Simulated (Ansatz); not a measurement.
One crystal and one scan (frozen-phonon scan) at two levels, PBE (plane waves to 420 eV, PAW, scalar-relativistic; Ansatz, a program for electronic structure) and r2SCAN (plane waves to 500 eV, PAW, scalar-relativistic; Ansatz), each from its own relaxed cell and on its own mesh. The cell shown is that of PBE.

Relaxed MgB2 (AlB2 type, space group P6/mmm):

```
CELL_PARAMETERS angstrom
      6.14864     0.00000     0.00000
     -1.53716     2.66244     0.00000
      3.07432     0.00000     3.52754
ATOMIC_POSITIONS crystal
  Mg 0.00000 0.00000 0.00000
  Mg 0.50000 0.00000 0.00000
  B  0.91667 0.66667 0.50000
  B  0.41667 0.66667 0.50000
  B  0.08333 0.33333 0.50000
  B  0.58333 0.33333 0.50000
```

The atoms are displaced by Q × the pattern below (from a DFPT mode at L = (0.5, 0.0, 0.5), largest move 1; Q in Å), at fixed cell. (q is in reciprocal vectors of the primitive cell; the cell shown is doubled to hold the pattern.)

```
atom       x       y      z
----  ------  ------  -----
B3     0.866   0.500  0.000
B4    -0.866  -0.500  0.000
B5    -0.866  -0.500  0.000
B6     0.866   0.500  0.000
```

Atoms not listed stay in place.

MgB2 was relaxed with its symmetry unable to fall. With partly filled bands, energies and forces of such displacements shift with the k mesh and the smearing. Percentages come from the unrounded values.

```
quantity                                                                                    PBE  r2SCAN     PBE − r2SCAN
----------------------------------------------------------------------------------------  -----  ------  ---------------
Lattice constant a (Å)                                                                    3.074   3.067  +0.007 (+0.2 %)
Lattice constant c (Å)                                                                    3.528   3.515  +0.013 (+0.4 %)
Relaxed volume (Å³/atom)                                                                   9.62    9.55   +0.07 (+0.8 %)
Harmonic wavenumber from the curvature (finite differences) (cm⁻¹ (negative: imaginary))    753     777     -24 (-3.1 %)
```

PBE gives the higher value for: lattice constant a; lattice constant c; relaxed volume. PBE gives the lower value for: harmonic wavenumber from the curvature. Both give the same shape of the curve: a single well with its minimum at or next to zero displacement. Neither level is exact: the differences show how much the result hangs on the functional.

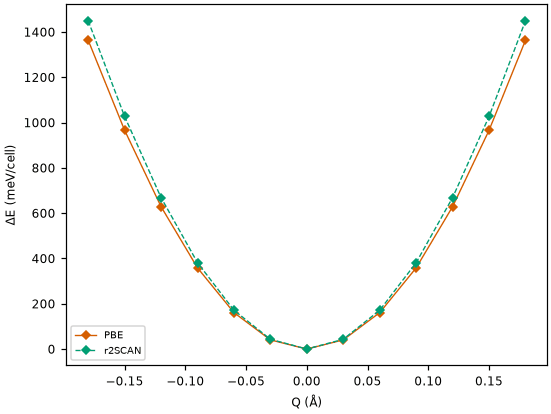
Figure. ΔE, each from the undisplaced structure of its own level.

(For displaced atoms, the force is minus the slope of the energy, and its curvature is a force constant, which sets phonon frequencies.)
